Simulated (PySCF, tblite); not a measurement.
**C4H9BClN: geometry, infrared bands and NMR shifts**

Wanted: the infrared bands and NMR shifts of C4H9BClN (`C=CCNB(C)Cl`), by calculation.

The runs use tblite 0.8.0 and PySCF 2.14.0, with density-fitted response routines of our own; the level of theory stands in each step. All values are computed, except where a source is named. Atoms are numbered from 0 throughout.

### 1 The molecule as given

16 atoms, charge 0, multiplicity 1; geometry from: force field or distance geometry start.

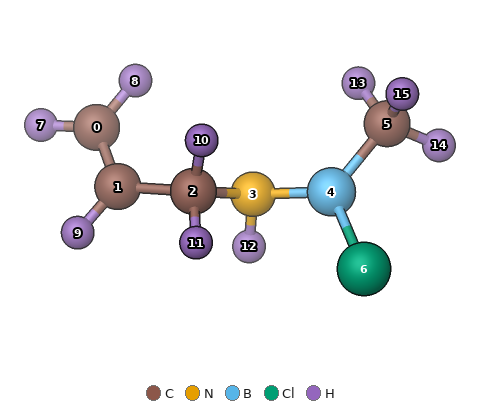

As it starts; carbon brown, nitrogen amber, boron blue, chlorine teal, hydrogen purple, atoms numbered; sticks join atoms by distance.

### 2 Relaxing the molecule with GFN2-xTB

What the job is given:

```
{"job": {"kind": "relax", "xc": "GFN2-xTB", "basis": "xTB"}, "charge": 0, "multiplicity": 1}
C      2.550400     0.541900     0.877200
C      2.142000    -0.464300     0.092900
C      0.821300    -0.459300    -0.582600
N     -0.265000    -0.472700     0.400500
B     -1.627400    -0.338800    -0.266200
C     -2.552100     0.911900     0.052900
Cl    -2.244200    -1.644400    -1.423500
H      3.520600     0.519100     1.362600
H      1.906400     1.403900     1.039200
H      2.807800    -1.315400    -0.042100
H      0.745000     0.461100    -1.215100
H      0.743400    -1.349400    -1.250200
H     -0.261900    -1.410200     0.895700
H     -2.027400     1.583400     0.770300
H     -3.503900     0.570700     0.503300
H     -2.762700     1.471300    -0.867400
```

The run is started by

```sh
OMP_NUM_THREADS=1 python probes_run.py task.json out
```

One launch serves the whole session: the jobs run in the order shown.

What it wrote:

```text
step      E/eV     max force
  0    -594.31419    2.351
  1    -594.47651    1.270
  2    -594.56097    1.027
  3    -594.59756    0.597
  4    -594.61350    0.273
  5    -594.61695    0.258
  6    -594.62441    0.217
  7    -594.62694    0.169
  8    -594.62959    0.095
  9    -594.63093    0.091
 10    -594.63252    0.147
 11    -594.63385    0.154
 12    -594.63503    0.096
 13    -594.63585    0.074
 14    -594.63648    0.064
 15    -594.63710    0.098
 16    -594.63777    0.090
 17    -594.63839    0.055
 18    -594.63890    0.056
 19    -594.63936    0.061
 20    -594.63982    0.070
 21    -594.64029    0.057
 22    -594.64071    0.050
 23    -594.64106    0.054
 24    -594.64147    0.062
 25    -594.64201    0.063
 26    -594.64271    0.073
 27    -594.64347    0.075
 28    -594.64424    0.072
 29    -594.64506    0.082
 30    -594.64601    0.080
 31    -594.64729    0.101
 32    -594.64946    0.153
 33    -594.65268    0.553
 34    -594.65981    0.373
 35    -594.67718    0.904
 36    -594.69498    1.887
 37    -594.80748    1.468
 38    -594.93107    1.373
 39    -595.05839    0.816
 40    -595.08677    1.783
 41    -595.21320    0.826
 42    -595.33313    0.650
 43    -595.39359    0.601
 44    -595.42584    0.566
 45    -595.44855    0.412
 46    -595.46691    0.471
 47    -595.48958    0.367
 48    -595.50498    0.305
 49    -595.51965    0.270
 50    -595.52989    0.241
 51    -595.53639    0.182
 52    -595.54174    0.189
 53    -595.54819    0.190
 54    -595.55724    0.214
 55    -595.56702    0.209
 56    -595.57405    0.187
 57    -595.57860    0.133
 58    -595.58183    0.137
 59    -595.58482    0.136
 60    -595.58740    0.131
 61    -595.58901    0.103
 62    -595.58982    0.086
 63    -595.59066    0.071
 64    -595.59143    0.077
 65    -595.59192    0.058
 66    -595.59220    0.045
 67    -595.59243    0.042
 68    -595.59271    0.038
 69    -595.59297    0.043
 70    -595.59317    0.036
 71    -595.59334    0.032
 72    -595.59351    0.035
 73    -595.59369    0.040
 74    -595.59390    0.032
 75    -595.59414    0.032
 76    -595.59441    0.041
 77    -595.59473    0.051
 78    -595.59508    0.055
 79    -595.59541    0.040
 80    -595.59566    0.032
 81    -595.59582    0.027
 82    -595.59592    0.023
 83    -595.59599    0.020
 84    -595.59606    0.017
 85    -595.59612    0.018
 86    -595.59618    0.019
 87    -595.59624    0.017
 88    -595.59629    0.018
 89    -595.59634    0.016
 90    -595.59638    0.015
 91    -595.59641    0.014
 92    -595.59644    0.015
 93    -595.59647    0.013
 94    -595.59650    0.013
 95    -595.59653    0.017
 96    -595.59658    0.024
 97    -595.59668    0.033
 98    -595.59691    0.038
 99    -595.59747    0.070
100    -595.59798    0.120
101    -595.59895    0.119
102    -595.60054    0.087
103    -595.59926    0.367
104    -595.60001    0.306
105    -595.60292    0.152
106    -595.60460    0.065
107    -595.60518    0.124
108    -595.60575    0.116
109    -595.60866    0.088
110    -595.60771    0.320
111    -595.61124    0.096
112    -595.61248    0.087
113    -595.60754    0.428
114    -595.61462    0.046
115    -595.61535    0.035
116    -595.61582    0.146
117    -595.61632    0.048
118    -595.61652    0.050
119    -595.61738    0.054
120    -595.61786    0.061
121    -595.61883    0.051
122    -595.62000    0.064
123    -595.62042    0.094
124    -595.62059    0.196
125    -595.62165    0.079
126    -595.62205    0.047
127    -595.62277    0.060
128    -595.62342    0.064
129    -595.62379    0.070
130    -595.62426    0.058
131    -595.62490    0.048
132    -595.62560    0.067
133    -595.62608    0.072
134    -595.62659    0.088
135    -595.62696    0.075
136    -595.62745    0.085
137    -595.62801    0.055
138    -595.62866    0.052
139    -595.62898    0.052
140    -595.62933    0.056
141    -595.62968    0.054
142    -595.62999    0.047
143    -595.63051    0.057
144    -595.63129    0.076
145    -595.63233    0.077
146    -595.63364    0.109
147    -595.63558    0.169
148    -595.63848    0.166
149    -595.64361    0.228
150    -595.64845    0.297
151    -595.65075    0.333
152    -595.65655    0.482
153    -595.66171    0.225
154    -595.66343    0.324
155    -595.66799    0.135
156    -595.66984    0.234
157    -595.67231    0.139
158    -595.67519    0.113
159    -595.67751    0.098
160    -595.68073    0.140
161    -595.68232    0.165
162    -595.68343    0.088
163    -595.68442    0.093
164    -595.68539    0.073
165    -595.68575    0.065
166    -595.68610    0.048
167    -595.68632    0.028
168    -595.68637    0.018
169    -595.68641    0.015
170    -595.68646    0.014
171    -595.68649    0.012
172    -595.68653    0.013
173    -595.68657    0.013
174    -595.68662    0.018
175    -595.68666    0.018
176    -595.68669    0.017
177    -595.68672    0.016
178    -595.68675    0.013
179    -595.68680    0.017
180    -595.68685    0.019
181    -595.68691    0.019
182    -595.68697    0.019
183    -595.68703    0.019
184    -595.68709    0.019
185    -595.68714    0.017
186    -595.68719    0.017
187    -595.68724    0.019
188    -595.68729    0.018
189    -595.68737    0.018
190    -595.68749    0.024
191    -595.68763    0.028
192    -595.68782    0.027
193    -595.68802    0.035
194    -595.68825    0.038
195    -595.68851    0.045
196    -595.68886    0.056
197    -595.68883    0.136
198    -595.68963    0.046
199    -595.69008    0.041
200    -595.69081    0.146
201    -595.69128    0.036
202    -595.69161    0.039
203    -595.69137    0.187
204    -595.69223    0.028
205    -595.69244    0.031
206    -595.69275    0.106
207    -595.69306    0.043
208    -595.69322    0.029
209    -595.69354    0.042
210    -595.69368    0.040
211    -595.69393    0.037
212    -595.69429    0.049
213    -595.69454    0.049
214    -595.69422    0.135
215    -595.69483    0.037
216    -595.69493    0.024
217    -595.69508    0.048
218    -595.69515    0.026
219    -595.69523    0.017
220    -595.69538    0.029
221    -595.69547    0.022
222    -595.69553    0.020
223    -595.69547    0.058
224    -595.69560    0.034
225    -595.69564    0.010
```

It took 1.6 s on 1 thread of Arm Neoverse V1, shared host; peak memory 0.18 GiB.

The steps of the relaxation: (not every step is listed)

```tsv
step	energy from step 0 (eV)	largest force (eV/Å)
0	0.0000	2.3513
1	-0.1623	1.2701
2	-0.2468	1.0268
3	-0.2834	0.5966
4	-0.2993	0.2729
5	-0.3028	0.2580
6	-0.3102	0.2171
7	-0.3127	0.1686
8	-0.3154	0.0949
29	-0.3309	0.0819
50	-1.2157	0.2409
71	-1.2791	0.0315
92	-1.2822	0.0152
113	-1.2933	0.4283
134	-1.3124	0.0877
155	-1.3538	0.1354
176	-1.3725	0.0174
197	-1.3746	0.1359
218	-1.3810	0.0256
220	-1.3812	0.0288
221	-1.3813	0.0218
222	-1.3813	0.0202
223	-1.3813	0.0581
224	-1.3814	0.0336
225	-1.3814	0.0095
```

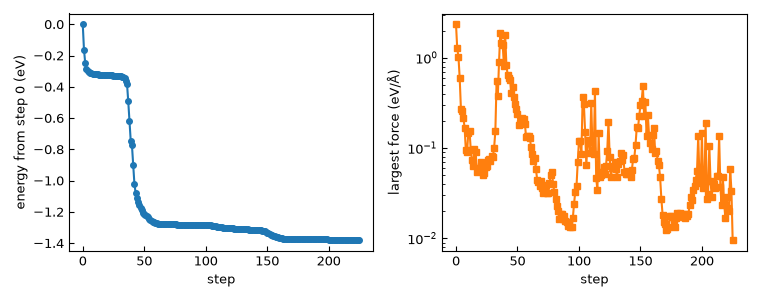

Energy and largest force along the relaxation.

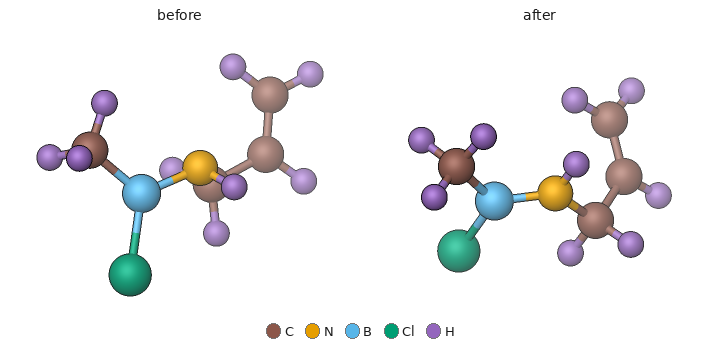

Before and after, at one scale.

Distances of close pairs at the start and the end, largest changes first:

```tsv
bond	before (Å)	after (Å)	change (Å)
N3–B4	1.523	1.384	-0.139
B4–Cl6	1.851	1.745	-0.106
N3–H12	1.060	1.010	-0.050
C5–H13	1.114	1.087	-0.027
C2–H10	1.119	1.094	-0.025
C0–C1	1.340	1.319	-0.020
C5–H14	1.107	1.088	-0.019
C1–C2	1.483	1.502	+0.018
```

The next job starts from the end point, and lists it.

### 3 Vibrational analysis with GFN2-xTB

What the job is given:

```
{"job": {"kind": "ir", "xc": "GFN2-xTB", "basis": "xTB"}, "charge": 0, "multiplicity": 1}
C      2.254498     0.715836     0.527544
C      2.140441    -0.481406    -0.015232
C      0.846248    -1.178135    -0.323415
N     -0.318562    -0.500630     0.204469
B     -1.365019     0.085769    -0.485513
C     -2.556740     0.821858     0.258382
Cl    -1.370321    -0.006563    -2.227809
H      3.215432     1.161156     0.717525
H      1.392715     1.305607     0.793139
H      3.019785    -1.049900    -0.287034
H      0.733660    -1.253251    -1.409392
H      0.889633    -2.200254     0.076855
H     -0.297411    -0.444294     1.212530
H     -2.439494     0.818573     1.339217
H     -3.512950     0.355965     0.028350
H     -2.639515     1.858612    -0.061979
```

What it wrote:

```text
mode    cm-1     km/mol
  1      36.7      0.84
  2      62.5      1.15
  3      94.9      0.24
  4     111.0      0.45
  5     199.4      2.65
  6     246.8      1.24
  7     284.2      0.92
  8     385.8      5.31
  9     442.9      3.41
 10     509.7      0.71
 11     555.7      8.96
 12     589.3     10.59
 13     670.7     58.77
 14     849.0      9.77
 15     870.2     62.81
 16     894.3     15.44
 17     939.8      6.56
 18     951.5     38.54
 19    1014.1      2.43
 20    1021.6     20.85
 21    1041.6     96.21
 22    1124.3     19.23
 23    1179.3     44.14
 24    1277.7     27.34
 25    1286.8     26.50
 26    1329.5     25.52
 27    1396.0     39.75
 28    1408.4      0.89
 29    1442.0      6.82
 30    1463.2    252.73
 31    1489.2      2.49
 32    1499.0     11.58
 33    1718.1     14.80
 34    2888.5     46.74
 35    2955.3     15.72
 36    3020.7     16.06
 37    3032.2     47.68
 38    3039.7      7.05
 39    3061.7     35.97
 40    3105.6     16.82
 41    3132.7     47.31
 42    3439.1      2.23
```

It took 0.51 s on 1 thread of Arm Neoverse V1, shared host; peak memory 0.18 GiB.

The strongest bands and the atoms that carry them (share of the mass-weighted mode):

```tsv
cm⁻¹	km/mol	atoms
671	58.8	H12 67 %, N3 18 %
870	62.8	H14 34 %, H15 25 %, C5 18 %, B4 15 %
1042	96.2	B4 24 %, H9 14 %, C2 10 %
1179	44.1	H10 46 %, H11 26 %, H12 15 %
1463	252.7	N3 41 %, B4 27 %, H12 11 %
2888	46.7	H11 91 %
3032	47.7	H13 41 %, H15 26 %, H14 25 %
3133	47.3	H7 68 %, H8 21 %
```

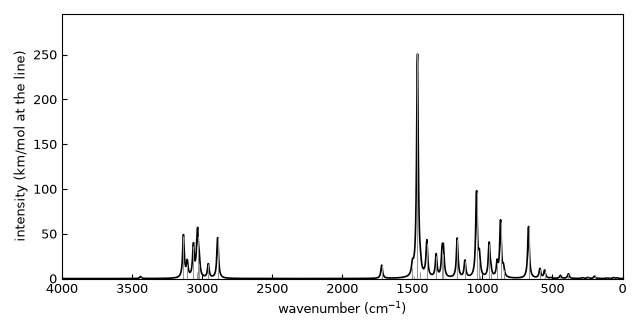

The infrared spectrum from these modes, unscaled. Lines are broadened to a width of 14 cm⁻¹ (Lorentzian).

### 4 Shielding tensors: PBE0/pcSseg-1

The job, as its differences from that of step 3:

```diff
@@ -1,2 +1,2 @@
-{"job": {"kind": "ir", "xc": "GFN2-xTB", "basis": "xTB"}, "charge": 0, "multiplicity": 1}
+{"job": {"kind": "nmr", "xc": "PBE0", "basis": "pcSseg-1"}, "charge": 0, "multiplicity": 1}
 C      2.254498     0.715836     0.527544
```

Method: GIAO PBE0/pcSseg-1 NMR shielding, non-relativistic, gas phase.

What it wrote:

```text
coarse grid: 13696 points
cycle   1  E = -697.1363567642  dE =  7.517e-01  |g| = 4.571e-01  |ddm| = 3.443e+00
cycle   2  E = -697.1374113389  dE = -1.055e-03  |g| = 4.715e-01  |ddm| = 7.752e-01
cycle   3  E = -697.1905610983  dE = -5.315e-02  |g| = 6.531e-02  |ddm| = 3.905e-01
cycle   4  E = -697.1913601058  dE = -7.990e-04  |g| = 3.220e-02  |ddm| = 7.905e-02
cycle   5  E = -697.1915848713  dE = -2.248e-04  |g| = 6.656e-03  |ddm| = 2.520e-02
cycle   6  E = -697.1915945908  dE = -9.719e-06  |g| = 2.330e-03  |ddm| = 7.434e-03
final grid: 127128 points
cycle   7  E = -697.2282464038  dE = -3.522e-05  |g| = 9.795e-03  |ddm| = 2.614e-02
cycle   8  E = -697.2282311987  dE =  1.521e-05  |g| = 1.261e-02  |ddm| = 1.749e-02
cycle   9  E = -697.2282694484  dE = -3.825e-05  |g| = 1.809e-03  |ddm| = 1.027e-02
cycle  10  E = -697.2282702110  dE = -7.626e-07  |g| = 3.116e-04  |ddm| = 1.516e-03
cycle  11  E = -697.2282702326  dE = -2.160e-08  |g| = 9.864e-05  |ddm| = 3.299e-04
cycle  12  E = -697.2282702346  dE = -1.998e-09  |g| = 3.622e-05  |ddm| = 1.054e-04
cycle  13  E = -697.2282702349  dE = -2.854e-10  |g| = 7.914e-06  |ddm| = 2.880e-05
converged SCF energy = -697.2282702349

GIAO shielding tensors (ppm)
atom      isotropic    diamagn.    paramagn.     s11        s22        s33       span
  0 C       68.642     256.004    -187.362    -46.292     74.361    177.857    224.148
  1 C       40.317     257.013    -216.696    -79.483     46.878    153.555    233.037
  2 C      137.675     244.022    -106.346    119.817    135.060    158.149     38.331
  3 N      142.415     324.298    -181.882     53.272    185.597    188.377    135.106
  4 B       62.379     192.958    -130.579     29.588     61.084     96.465     66.877
  5 C      179.867     252.153     -72.286    170.816    171.980    196.805     25.990
  6 Cl     866.458    1149.876    -283.418    650.691    917.526   1031.157    380.466
  7 H       26.223      28.358      -2.134     23.971     25.255     29.444      5.473
  8 H       26.127      33.730      -7.603     23.246     24.440     30.694      7.448
  9 H       25.465      29.327      -3.862     24.046     24.978     27.370      3.324
 10 H       26.966      30.252      -3.286     21.385     28.814     30.701      9.316
 11 H       28.117      29.090      -0.973     22.551     27.152     34.648     12.097
 12 H       27.828      35.467      -7.639     21.694     28.646     33.143     11.449
 13 H       31.465      31.837      -0.372     26.850     30.070     37.475     10.624
 14 H       30.982      28.578       2.405     26.836     28.997     37.113     10.277
 15 H       30.951      29.915       1.036     27.083     28.867     36.902      9.818
```

Wall time 34 s (1 thread of Arm Neoverse V1, shared host); peak memory 0.77 GiB.

The references, computed at this level on geometries of the same kind, shield at (ppm): 1H TMS 31.72, 13C TMS 186.9, 15N NH3 267.7, 11B BF3·OEt2 100.1, 35Cl HCl 950. Their shielding less the atom's gives the shift. The references are single molecules in the gas phase, so shifts against H2O, NH3, PH3, H3PO4 or CFCl3 are not on the usual liquid scales and can be off by tens of ppm. Atoms listed in one row are averaged.

```tsv
atoms	environment	σ (ppm)	δ (ppm)	δ scaled to CDCl3
C1	alkene CH	40.3	146.6	141.2
C0	terminal =CH2 carbon	68.6	118.3	113.5
C2	allylic sp3 CH2 bonded to N	137.7	49.2	46.2
C5	methyl carbon bonded to B	179.9	7.1	5.0
H9	hydrogen on an alkene CH	25.46	6.25	6.00
H8	hydrogen on a terminal =CH2 carbon	26.13	5.59	5.38
H7	hydrogen on a terminal =CH2 carbon	26.22	5.49	5.28
H10, H11	hydrogen on an allylic sp3 CH2 bonded to N	27.54	4.18	4.04
H12	hydrogen on a nitrogen bonded to C, B	27.83	3.89	–
H13, H14, H15	hydrogen on a methyl carbon bonded to B	31.13	0.58	0.66
N3	nitrogen bonded to C, B, H	142.4	125.3	–
B4	boron bonded to C, Cl, N	62.4	37.7	–
Cl6	chlorine bonded to B	866	83	–
```

The scaled column applies a straight-line fit of computed shieldings to shifts measured in CDCl3, with any fitted terms for Cl, Br or S neighbours (root-mean-square error 0.16 ppm for H, 1.9 ppm for C).

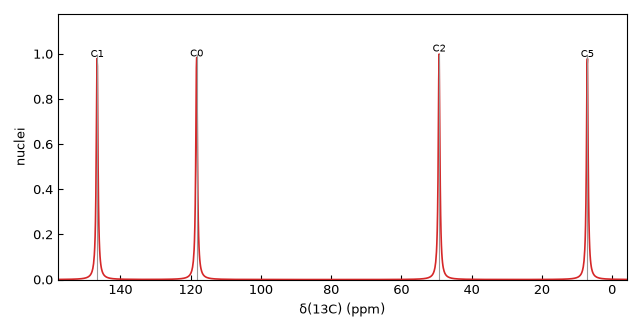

13C lines at the computed shifts, without couplings. Lines are broadened to a width of 0.56 ppm (Lorentzian).

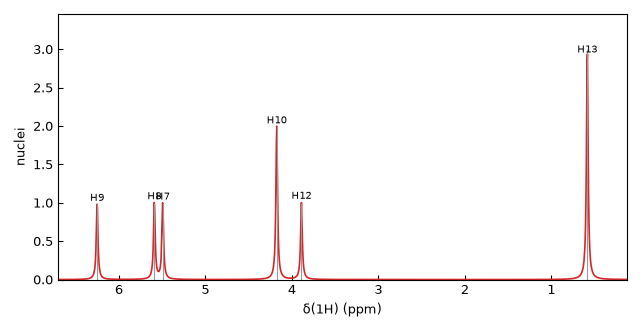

1H lines at the computed shifts, without couplings. Lines are broadened to a width of 0.02 ppm (Lorentzian).

The run also stored atomic charges by several schemes (e):

```tsv
atoms	Mulliken	IAO	Hirshfeld	ESP fit
C0	-0.15	-0.33	-0.11	-0.55
C1	-0.29	-0.14	-0.04	0.00
C2	0.04	-0.16	-0.02	-0.01
N3	-0.51	-0.38	-0.16	-0.50
B4	0.47	0.21	0.17	0.48
C5	-0.51	-0.58	-0.20	-0.79
Cl6	-0.27	-0.12	-0.09	-0.21
```

ESP fit charges:

C0 -0.55; C1 0.00; C2 -0.01; N3 -0.50; B4 0.48; C5 -0.79; Cl6 -0.21; H7 0.20; H8 0.22; H9 0.10; H10 0.09; H11 0.07; H12 0.32; H13 0.17; H14 0.20; H15 0.20

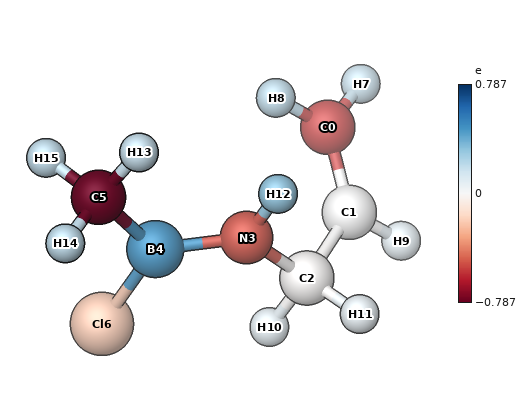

ESP fit charges, as colours on the atoms.

Mayer bond orders: C0–C1 2.00, C1–C2 1.03, C2–N3 0.96, N3–B4 1.31, B4–C5 1.04, B4–Cl6 1.02.

Orbitals, density, ELF and potential are computed afterwards from the orbital file.

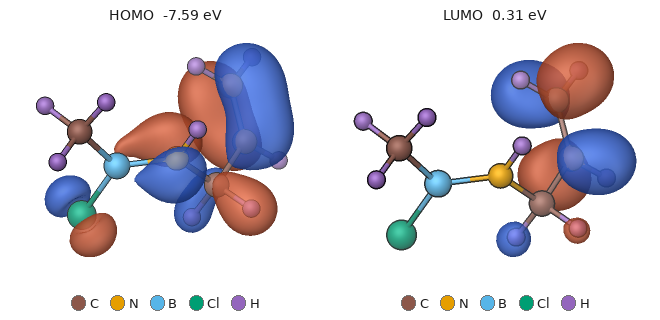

Frontier orbitals at PBE0/pcSseg-1; each surface holds 70 % of the orbital's density, blue and red mark the sign.

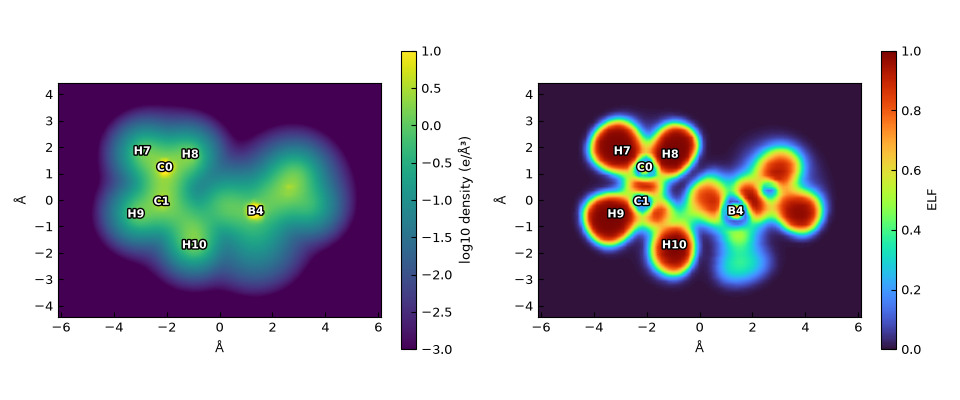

Density (left) and ELF (right) in a plane through or near 7 of the atoms.

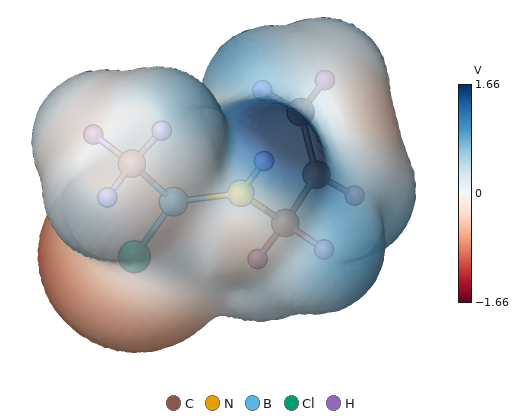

Electrostatic potential on the surface of density 0.002 e/bohr³; red is low, blue high. It runs from -0.78 V near Cl6 to 1.66 V near H12.

### 5 Outcome

| quantity | value |
| --- | --- |
| strongest single infrared mode (GFN2-xTB) | 1463 cm⁻¹, 253 km/mol |
| zero-point energy (GFN2-xTB) | 80.1 kcal/mol |
| 13C shifts against TMS (PBE0/pcSseg-1) | 146.6, 118.3, 49.2, 7.1 ppm |
| 1H shifts against TMS (PBE0/pcSseg-1, means over atoms taken as alike) | 6.25, 5.59, 5.49, 4.18, 3.89, 0.58 ppm |
| 15N shifts against NH3 (PBE0/pcSseg-1) | 125.3 ppm |
| 11B shifts against BF3·OEt2 (PBE0/pcSseg-1) | 37.7 ppm |
| 35Cl shifts against HCl (PBE0/pcSseg-1) | 83 ppm |
| surface potential, least and greatest | -0.78 V and 1.66 V |

In words: The optimisation took 225 steps and gained 1.381 eV; among the close pairs (by a distance rule), N3–B4 changed most, from 1.523 to 1.384 Å. No mode is imaginary among the 42: a minimum at this level. The strongest single mode, at 1463 cm⁻¹, is carried by N3, B4, H12. GFN2-xTB is a fitted tight-binding method: band positions and strengths are rough. Its intensities can rank the bands wrongly. C1 (alkene CH) lies farthest downfield among carbon, at 146.6 ppm; as expected for a trigonal carbon in a double bond. The most deshielded hydrogen is H9 (hydrogen on an alkene CH), at 6.25 ppm: olefinic region. At PBE0/pcSseg-1: Shielding is most anisotropic at Cl6 (span 380 ppm, paramagnetic term -283 ppm).
